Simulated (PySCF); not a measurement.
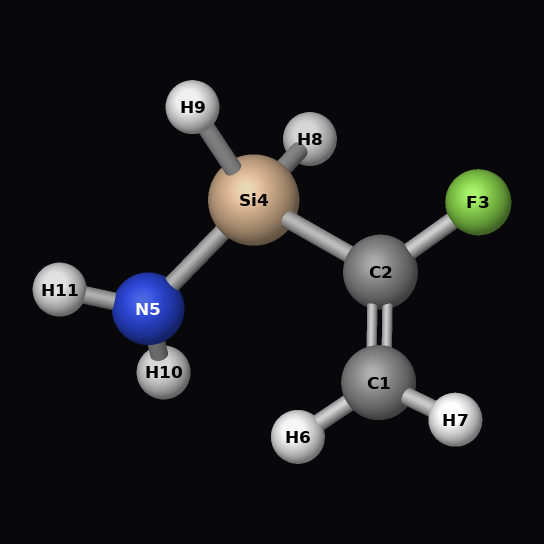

Computed geometry: PBE0-D3(BJ)/def2-SVP optimisation. No frequency run is at hand to confirm it as a minimum. Electric field gradients from the ground-state density, B3LYP/6-31G* (PySCF 2.14.0), non-relativistic apart from any core potentials.

Give the largest field-gradient component, the quadrupole coupling constant and the asymmetry for 14N at N5 (Q = 20.44 mb), 2H at H6 (Q = 2.86 mb), 2H at H7 (Q = 2.86 mb), 2H at H8 (Q = 2.86 mb), 2H at H9 (Q = 2.86 mb).

| atom | V_zz (a.u.) | e²qQ/h (MHz) | η |
| --- | --- | --- | --- |
| N5 | −0.924 | −4.44 | 0.29 |
| H6 | 0.292 | 0.196 | 0.06 |
| H7 | 0.292 | 0.196 | 0.05 |
| H8 | 0.142 | 0.096 | 0.01 |
| H9 | 0.146 | 0.098 | 0.04 |
